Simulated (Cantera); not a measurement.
Feed: 1 mol HBr, 1.3 mol H2O, equilibrated at 0.100 bar.

Equilibrium computed with Cantera from the NASA thermochemical tables; the gas is ideal and each condensed phase is pure. Candidate condensed phases: Br2, H2O; 12 gas species. The numbers say what is thermodynamically allowed, not how fast it happens.

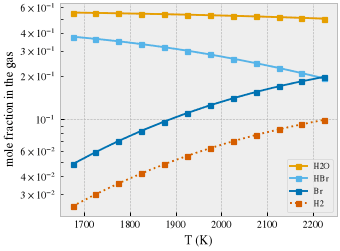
Figure: Equilibrium gas composition (values under 1e-9 drawn at 1e-9)

### Question
Read off the mole fractions at 1875 K.

### Answer
H2O about 0.54, HBr about 0.32, Br about 0.096, H2 about 0.048.
